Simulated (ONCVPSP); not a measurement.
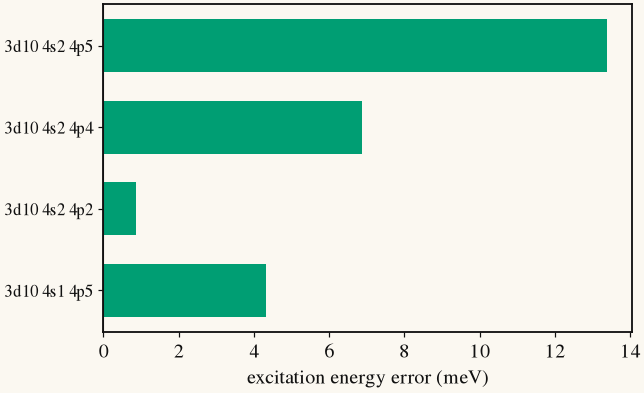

Figure 1. Errors, all-electron minus pseudo, of the energies of valence configurations relative to the unpolarised reference 3d10 4s2 4p3.

- Worst configuration: 3d10 4s2 4p5 (neutral): the error is +13 meV on an all-electron energy of -35.02 eV relative to the reference, or 0.038 %.
- Configurations within 10 meV and within 50 meV: 3 and 4 of 4.
- Errors in meV: 3d10 4s2 4p5: +13; 3d10 4s2 4p4: +6.9; 3d10 4s2 4p2: +0.9; 3d10 4s1 4p5: +4.3. The potential isn't sound: its ghost test gives GHOST(-) flagged for s at -272.1 eV, p at -95.2 eV; no localised positive-energy state flagged (flags above 300 eV left out).

## Run report: Br, pseudopotential generation

- system: bromine (Br, Z = 35), core [Ar], reference valence 3d10 4s2 4p3 (an ion of charge +2), valence charge 17.
- method: ONCV potential, BLYP, scalar-relativistic, made with ONCVPSP 4.0.1

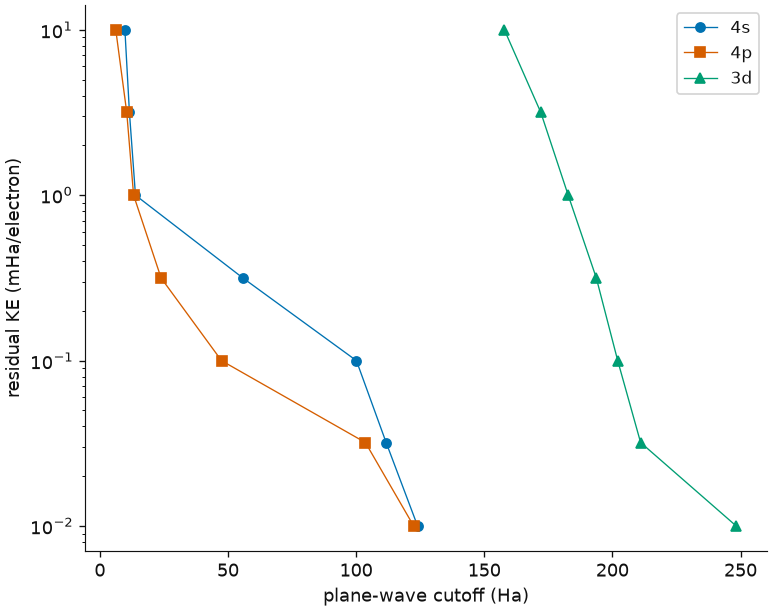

Figure 2. Residual kinetic energy of the pseudo-waves (the first of each channel, and further valence shells) beyond the plane-wave cutoff, as the generator prints it.

- Cutoffs for 1 mHa per electron: 3d: 183 Ha; 4s: 14 Ha; 4p: 13 Ha.
- Hardest wave at 1 mHa per electron: 3d, with rc = 0.70 bohr and qcut = 21 1/bohr. The optimisation minimises, but can't always remove, the kinetic energy above qcut²/2 = 220.5 Ha, and a larger rc would as a rule soften the wave at some cost in transferability.
- Cutoffs for the occupied states: 183 Ha for 1 mHa and 202 Ha for 0.1 mHa per electron. The first is set by 3d.

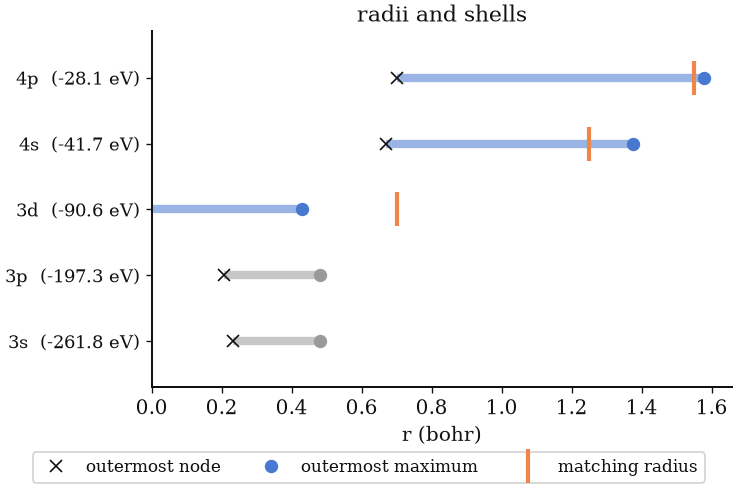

Figure 3. Outer shells of the all-electron reference atom: each bar runs from the outermost node (or the nucleus) to the outermost maximum of u(r); the tick is the radius chosen for the pseudo-wave. Shells without a tick have no pseudo-wave of their own. Levels, nodes and maxima are from ld1.x, scalar-relativistic.

- Radii against the shells: 3d: 0.70 bohr, outside the maximum; 4s: 1.25 bohr, between node and maximum; 4p: 1.55 bohr, between node and maximum.

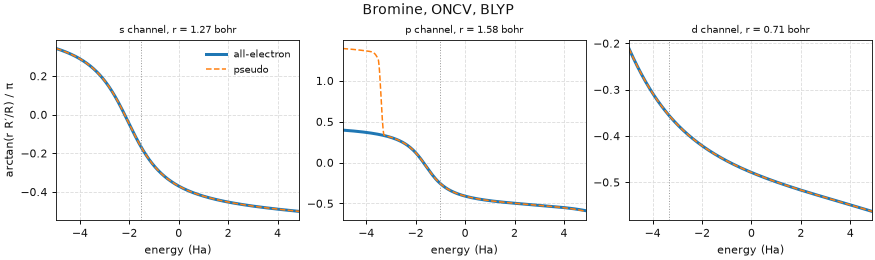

Figure 4. Unwrapped phase arctan(r R′/R) in units of π against energy, all-electron (solid) and pseudo (dashed); the pseudo phase is matched to the all-electron one at the reference energy. Here R(r) is the radial function. A near-vertical step is a level narrower than the spacing of the points behind the curves. The dotted line marks the reference energy of the channel. Not drawn: f: not judged.

- Ghost states: Going away from the reference energies, the phases part by more than π/2 in: p at about -3.4 Ha (below its reference energy, pseudo phase higher, at the flagged ghost). Such a step is either a state that only one of the two atoms has or an ordinary level shifted in energy. The separate test gives: GHOST(-) flagged for s at -272.1 eV, p at -95.2 eV; no localised positive-energy state flagged (flags above 300 eV left out). The other bound ghosts lie below the range of the plot.
- Range over which the phases agree within 0.05 rad: s: over the whole range drawn; p: from about -3.3 Ha upwards; d: over the whole range drawn.

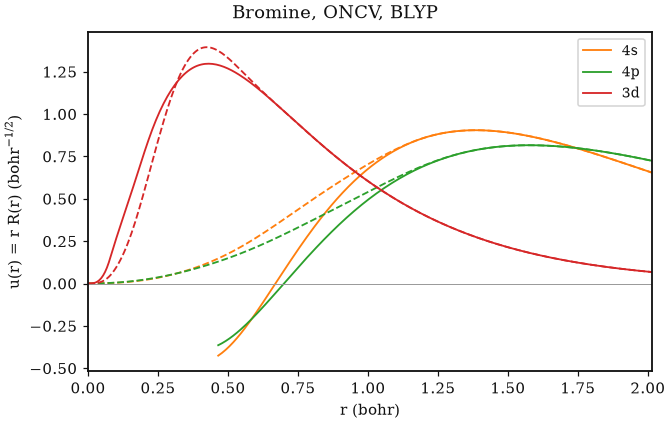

Figure 5. All-electron valence functions (solid) with their pseudo partners (dashed). The innermost oscillations of some all-electron curves aren't drawn. Reference configuration 3d10 4s2 4p3.

- Matching radii: 4s at 1.25 bohr; 4p at 1.55 bohr; 3d at 0.70 bohr. The curves merge smoothly, so the plot gives these only roughly.
- Nodes of the pseudo-waves: 4s has no node; 4p has no node; 3d has no node.
- Cutoffs needed: 183 Ha (loose) and 202 Ha (tight), as the cutoffs at which the residual kinetic energy of the hardest occupied pseudo-wave falls to 1 and 0.1 mHa per electron.

These pictures come from the run below.

The input:
```
# ATOM AND REFERENCE CONFIGURATION
# atsym  z   nc   nv     iexc    psfile
  Br 35.00    5    3  -106131      upf
#
#   n    l    f
    1    0    2.00
    2    0    2.00
    2    1    6.00
    3    0    2.00
    3    1    6.00
    3    2   10.00
    4    0    2.00
    4    1    3.00
#
# PSEUDOPOTENTIAL AND OPTIMIZATION
# lmax
    2
#
#   l,   rc,      ep,       ncon, nbas, qcut
    0    1.25    0.00    4    8    5.50
    1    1.55    0.00    5   10    5.00
    2    0.70    0.00    3    7   21.00
#
# LOCAL POTENTIAL
# lloc, lpopt,  rc(5),   dvloc0
    4    1    0.45   -2.00
#
# VANDERBILT-KLEINMAN-BYLANDER PROJECTORs
# l, nproj, debl
    0    3    3.60
    1    2    2.10
    2    2    2.80
#
# MODEL CORE CHARGE
# icmod, fcfact, rcfact
    0    0.00    0.00
#
# LOG DERIVATIVE ANALYSIS
# epsh1, epsh2, depsh
   -5.00    5.00    0.04
#
# OUTPUT GRID
# rlmax, drl
    6.00    0.01
#
# TEST CONFIGURATIONS
# ncnf
    4
# nvcnf
#   n    l    f
    3
    3    2   10.00
    4    0    2.00
    4    1    5.00
#
    3
    3    2   10.00
    4    0    2.00
    4    1    4.00
#
    3
    3    2   10.00
    4    0    2.00
    4    1    2.00
#
    3
    3    2   10.00
    4    0    1.00
    4    1    5.00
#
```

Launched with:
```bash
oncvpsp.x < Br.dat > Br.out
```

The program's output (extracts):
```
ONCVPSP  (Optimized Norm-Conservinng Vanderbilt PSeudopotential)
scalar-relativistic version 4.0.1

#   n    l    f        energy (Ha)
    1    0    2.00    -4.9044837E+02
    2    0    2.00    -6.4592858E+01
    2    1    6.00    -5.7087062E+01
    3    0    2.00    -9.6214642E+00
    3    1    6.00    -7.2521328E+00
    3    2   10.00    -3.3310035E+00
    4    0    2.00    -1.5337455E+00
    4    1    3.00    -1.0325320E+00

Reference configufation results
  iterations    23
  all-electron total energy (Ha)   -2.60556335D+03

Begin loop to  construct optimized pseudo wave functions
and semi-local pseudopoentials for all angular momenta

   Wellstate for l =  0  n =  6
     eigenvalue =   2.0663
     asymptotic potential =   2.5663
     half-point radius =  2.6123

   Wellstate for l =  0  n =  7
     eigenvalue =   5.6663
     asymptotic potential =   6.1663
     half-point radius =  2.5315

Calculating optimized projector #   1

 for l=   0

    Fraction of norm inside rc  0.277600
    Optimizing pswf for qcut=   5.50 a_B^-1,  ecut=  15.15 Ha
    Residual kinetic energy error=  6.35D-04 Ha

    Energy error per electron        Cutoff
         Ha          eV             Ha
         0.01000     0.27211        9.78
         0.00100     0.02721       13.91
         0.00010     0.00272      100.12
         0.00001     0.00027      124.01

Calculating optimized projector #   2

 for l=   0

    Fraction of norm inside rc  0.047964
    Optimizing pswf for qcut=   5.50 a_B^-1,  ecut=  15.15 Ha
    Residual kinetic energy error=  5.16D-03 Ha

    Energy error per electron        Cutoff
         Ha          eV             Ha
         0.01000     0.27211       13.61
         0.00100     0.02721       19.05
         0.00010     0.00272       38.95
         0.00001     0.00027      140.25

Calculating optimized projector #   3

 for l=   0

    Fraction of norm inside rc  0.033009
    Optimizing pswf for qcut=   5.50 a_B^-1,  ecut=  15.15 Ha
    Residual kinetic energy error=  3.52D-02 Ha

    Energy error per electron        Cutoff
         Ha          eV             Ha
         0.01000     0.27211       17.52
         0.00100     0.02721       22.72
         0.00010     0.00272       53.68
         0.00001     0.00027      179.07

   Wellstate for l =  1  n =  6
     eigenvalue =   1.0675
     asymptotic potential =   1.5675
     half-point radius =  3.8018

Calculating optimized projector #   1

 for l=   1

    Fraction of norm inside rc  0.358233
    Optimizing pswf for qcut=   5.00 a_B^-1,  ecut=  12.51 Ha
    Residual kinetic energy error=  1.28D-03 Ha

    Energy error per electron        Cutoff
         Ha          eV             Ha
         0.01000     0.27211        6.22
         0.00100     0.02721       13.17
         0.00010     0.00272       47.48
         0.00001     0.00027      122.50

Calculating optimized projector #   2

 for l=   1

    Fraction of norm inside rc  0.072522
    Optimizing pswf for qcut=   5.00 a_B^-1,  ecut=  12.51 Ha
    Residual kinetic energy error=  1.94D-03 Ha

    Energy error per electron        Cutoff
         Ha          eV             Ha
         0.01000     0.27211        5.41
         0.00100     0.02721       24.14
         0.00010     0.00272      154.34
         0.00001     0.00027      177.75

WARNING wellstate: negative energy specified for n= 4 l=  2
WARNING scattering state with energy  0.25000000
WARNING will be used for the first projector

   Wellstate for l =  2  n =  5
     eigenvalue =   0.2500
     asymptotic potential =   0.7500
     half-point radius =  4.5208

Calculating optimized projector #   1

 for l=   2

    Fraction of norm inside rc  0.716986
    Optimizing pswf for qcut=  20.98 a_B^-1,  ecut= 220.05 Ha
    Residual kinetic energy error=  1.35D-05 Ha

    Energy error per electron        Cutoff
         Ha          eV             Ha
         0.01000     0.27211      157.84
         0.00100     0.02721      182.75
         0.00010     0.00272      202.08
         0.00001     0.00027      248.37

Calculating optimized projector #   2

 for l=   2

    Fraction of norm inside rc  0.016677
    Optimizing pswf for qcut=  20.98 a_B^-1,  ecut= 220.05 Ha
    Residual kinetic energy error=  1.27D-06 Ha

    Energy error per electron        Cutoff
         Ha          eV             Ha
         0.01000     0.27211      116.22
         0.00100     0.02721      153.15
         0.00010     0.00272      181.46
         0.00001     0.00027      202.87

Construct Vanderbilt / Kleinmman-Bylander projectors

B matrix Hermiticity error, ll=   0
   1   2   -2.5324E-04
   1   3    5.0589E-04
   2   3    1.3620E-04

  Orthonormal projector coefficients  3.4624E+01 -1.0612E+01  9.0050E+00

B matrix Hermiticity error, ll=   1
   1   2   -1.2737E-04

  Orthonormal projector coefficients  1.5037E+01  2.4208E+00

B matrix Hermiticity error, ll=   2
   1   2   -4.4524E-04

  Orthonormal projector coefficients -1.7971E+01 -5.4762E+00

Pseudoatom total energy -150.139157

Diagnostic tests using Vanderbilt-Kleinman-Bylander pseudopotentials
  1 or more projectors used as specified by nproj input data

   l    rcore       rmatch      e in        delta e   norm test  slope test

   0   1.2556230   1.2937465  -1.5337455  -0.0000048   1.0000736   1.0000368
run_diag: lschvkbbe ERROR   2   1   0  60  2.06625454E+00  1.80962908E+00
   0   1.2556230   1.2937465   2.0662545  -0.2566255   0.1248786   0.1484733
run_diag: lschvkbbe ERROR   3   2   0  60  5.66625454E+00  5.04962909E+00
   0   1.2556230   1.2937465   5.6662545  -0.6166255   0.5207466   0.2919870

   1   1.5573513   1.6046358  -1.0325320  -0.0000006   1.0000649   1.0002253
   1   1.5573513   1.6046358   1.0674680   0.0000059   1.0002241   1.0002241

   2   0.7028378   0.7241775  -3.3310035  -0.0001782   1.0003150   1.0003306
   2   0.7028378   0.7241775   0.2500000  -0.0001207   1.0006943   1.0006943

 Testing for bound ghosts
   n   l    E NL Schr. Eq   E Basis Diag.   E Cutoff

       0                       -9.999153    219.69  WARNING - GHOST(-)
   1   0       -1.533750       -1.524367    219.69

       1                       -3.496734    205.47  WARNING - GHOST(-)
   2   1       -1.032533       -1.027721    205.47

   3   2       -3.331182       -3.324060    522.60

 Testing for highly-localized positive-energy ghosts
       l    <radius>/rc     E Basis Diag.   E Cutoff

       0        0.562366       17.873550    219.69  WARNING - GHOST(+)

Test configuration 0

   n   l     f        eae           eps        diff
   1   0  2.0000 -490.44837088
   2   0  2.0000  -64.59285753
   2   1  6.0000  -57.08706195
   3   0  2.0000   -9.62146422
   3   1  6.0000   -7.25213281
   3   2 10.0000   -3.33100350   -3.33118171   -1.78D-04
   4   0  2.0000   -1.53374546   -1.53375029   -4.83D-06
   4   1  3.0000   -1.03253203   -1.03253264   -6.07D-07

    Total energies and differences
      AE_ref= -2.60556335D+03  AE_tst= -2.60556335D+03  dif=  0.00D+00
      PS_ref= -1.50139157D+02  PS_tst= -1.50139157D+02  dif=  8.53D-14
      PSP excitation error= -8.53D-14

Test configuration 1

   n   l     f        eae           eps        diff
   1   0  2.0000 -489.54581653
   2   0  2.0000  -63.70033042
   2   1  6.0000  -56.19322198
   3   0  2.0000   -8.73601642
   3   1  6.0000   -6.36699170
   3   2 10.0000   -2.44762070   -2.45439558   -6.77D-03
   4   0  2.0000   -0.73610353   -0.73634801   -2.44D-04
   4   1  5.0000   -0.28331258   -0.28343633   -1.24D-04

    Total energies and differences
      AE_ref= -2.60556335D+03  AE_tst= -2.60685020D+03  dif= -1.29D+00
      PS_ref= -1.50139157D+02  PS_tst= -1.51426503D+02  dif= -1.29D+00
      PSP excitation error=  4.92D-04

Test configuration 2

   n   l     f        eae           eps        diff
   1   0  2.0000 -489.96313744
   2   0  2.0000  -64.11420680
   2   1  6.0000  -56.60755857
   3   0  2.0000   -9.14750206
   3   1  6.0000   -6.77838259
   3   2 10.0000   -2.85840544   -2.86279910   -4.39D-03
   4   0  2.0000   -1.11269810   -1.11294453   -2.46D-04
   4   1  4.0000   -0.63641000   -0.63657694   -1.67D-04

    Total energies and differences
      AE_ref= -2.60556335D+03  AE_tst= -2.60639451D+03  dif= -8.31D-01
      PS_ref= -1.50139157D+02  PS_tst= -1.50970572D+02  dif= -8.31D-01
      PSP excitation error=  2.53D-04

Test configuration 3

   n   l     f        eae           eps        diff
   1   0  2.0000 -490.99240078
   2   0  2.0000  -65.12672584
   2   1  6.0000  -57.62222707
   3   0  2.0000  -10.14795873
   3   1  6.0000   -7.77827025
   3   2 10.0000   -3.85537851   -3.84930549    6.07D-03
   4   0  2.0000   -1.98983064   -1.98914195    6.89D-04
   4   1  2.0000   -1.46316411   -1.46258598    5.78D-04

    Total energies and differences
      AE_ref= -2.60556335D+03  AE_tst= -2.60431833D+03  dif=  1.25D+00
      PS_ref= -1.50139157D+02  PS_tst= -1.48894168D+02  dif=  1.24D+00
      PSP excitation error=  3.19D-05

Test configuration 4

   n   l     f        eae           eps        diff
   1   0  2.0000 -490.02196241
   2   0  2.0000  -64.17198376
   2   1  6.0000  -56.66496911
   3   0  2.0000   -9.20576486
   3   1  6.0000   -6.83632901
   3   2 10.0000   -2.91533894   -2.91955149   -4.21D-03
   4   0  1.0000   -1.14298131   -1.14314067   -1.59D-04
   4   1  5.0000   -0.66027563   -0.66037936   -1.04D-04

    Total energies and differences
      AE_ref= -2.60556335D+03  AE_tst= -2.60591501D+03  dif= -3.52D-01
      PS_ref= -1.50139157D+02  PS_tst= -1.50490973D+02  dif= -3.52D-01
      PSP excitation error=  1.59D-04
```

Results in brief:

- outcome: generated, with a ghost state
- cutoffs needed: 183 Ha and 202 Ha (the cutoffs at which the residual kinetic energy of the hardest occupied pseudo-wave falls to 1 and 0.1 mHa per electron)
- ghost test: GHOST(-) flagged for s at -272.1 eV, p at -95.2 eV; no localised positive-energy state flagged (flags above 300 eV left out)
- largest excitation error: +13 meV (all-electron minus pseudo) for 3d10 4s2 4p5, out of 4 test configurations
- range over which the phases arctan(r R′/R) at the test radius agree within 0.05 rad (a looser test near the poles than one of phase shifts): s: over the whole range computed; p: from about -3.3 Ha upwards; d: over the whole range computed; f: not judged, local potential alone
- hardware: 1 CPU thread, shared host
- wall time: 5.5 s

Notes:

The potential has a bound ghost state, so it can't be used as it stands. Warnings of the program, in the generation or the tests: wellstate: negative energy specified for n= 4 l= 2.
